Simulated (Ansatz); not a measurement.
Relaxed Pd (fcc, Cu type):

```
CELL_PARAMETERS angstrom
      0.00000     3.90836     3.90836
      1.95418     0.00000     1.95418
      1.95418     1.95418     0.00000
ATOMIC_POSITIONS crystal
  Pd 0.00000 0.00000 0.00000
  Pd 0.50000 0.00000 0.00000
```

A phonon eigenvector at L = (0.5, 0.0, 0.0) is frozen into this cell: atom i moves by Q times the vector below, so Q is the largest atomic displacement, in Å. The cell is held. It is one choice among 2 degenerate patterns. (q is in reciprocal vectors of the primitive cell; the cell shown is doubled to hold the pattern.)

```tsv
atom	x	y	z
Pd1	-0.285	0.520	-0.805
Pd2	0.285	-0.520	0.805
```

Computed with r2SCAN (plane waves to 500 eV, PAW, scalar-relativistic; Ansatz, a quantum-chemistry and plane-wave program). k mesh 10×20×20 (Γ-centred), Fermi-Dirac smearing 0.05 eV. The energy includes the smearing's −TS. With partly filled bands, energies and forces of such displacements shift with the k mesh and the smearing. Pd is run without spin polarisation. Pd was relaxed with its symmetry unable to fall. ΔE is measured from the undisplaced structure.

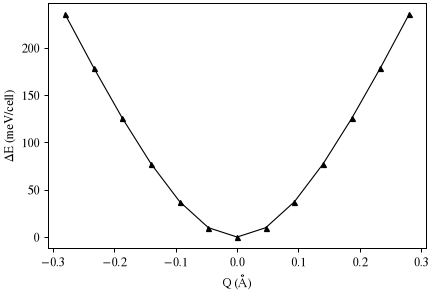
Figure: ΔE (meV/cell) against Q (Å); one marker a computed point.

Task: What is the energy change at Q = 0.280 Å?

Result: About 240 meV/cell.

Task: What harmonic wavenumber does the curvature at Q = 0 give?

Result: About 110 cm⁻¹.

(For displaced atoms, the force is minus the slope of the energy, and its curvature is a force constant, which sets phonon frequencies.)
